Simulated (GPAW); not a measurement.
# Surface energy and work function of Na(100) from slabs of 4 to 14 layers (LDA)

How do energy and work function of Na(100) films settle with thickness, and what surface energy follows?

Set-up. GPAW 26.7.0, plane waves at 450 eV with PAW setups; symmetric 1×1 slabs cut at the tabulated lattice constant (two decimals; low-temperature values for the alkali metals), atoms at bulk places, 7.5 Å of vacuum on each side, one in-plane mesh for all thicknesses, Fermi-Dirac smearing of 0.1 eV. Energies are extrapolated to zero smearing and count from the program's reference atoms. Functional LDA. The cell's area is 17.893 Å².

The runs, one held back:

```
layers  energy (eV)  work function (eV)
     4      −5.2432                2.83
     5      −6.7076                2.72
     6      −8.1764                2.79
     7      −9.6249                2.78
     8     −11.0865                2.76
     9     −12.5464                2.79
    10     −13.9985                2.76
    11     −15.4651                2.77
    12     −16.9162                2.77
    14            ?                   ?
```

To predict: What surface energy do these runs give, and what energy and work function should the 14-layer slab have?

**Working.** A slab of n layers has E(n) = nε + 2Aγ once its middle is bulk-like. A line through n = 6 to 12 has the slope ε = −1.4576 eV a layer and the intercept 2Aγ = 0.5732 eV (r.m.s. residual 3.5 meV). So γ = 0.5732 / (2 × 17.893 Å²) = 0.0160 eV/Å² = 0.26 J/m², with a standard error of under 0.01 J/m² from the scatter about the line. For 14 layers: 0.5732 + 14 × (−1.4576) = −19.833 eV; the run gives −19.836 eV, 3.3 meV under the line. The work function has no such law: from 6 to 12 layers it moves between 2.76 and 2.79 eV (mean 2.77), and the 14-layer slab gives 2.77 eV. The thinnest slab, 4 layers, lies +0.06 eV from that mean. The values go up and down with thickness, as expected where levels confined across the film cross the Fermi level one by one.

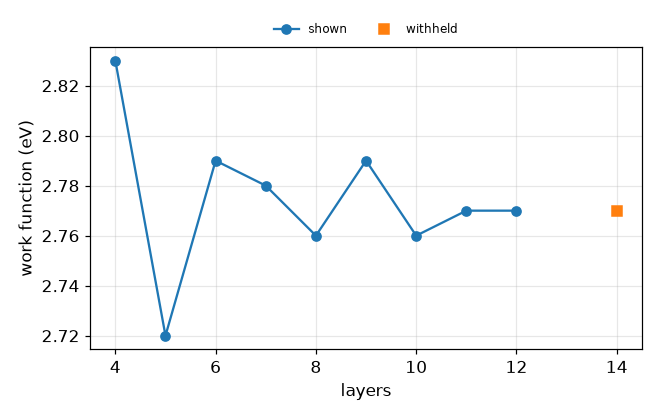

Work function against thickness.

Caveats: The surfaces are unrelaxed, so γ is an upper bound for this functional and lattice constant. The tabulated lattice constant isn't the functional's own, which strains the slab a little.

[Logs are printed without paths, hosts, clocks, repeated set-up lines and the standing remarks that a program may print on its own settings, such as how far it seeks lower states.]
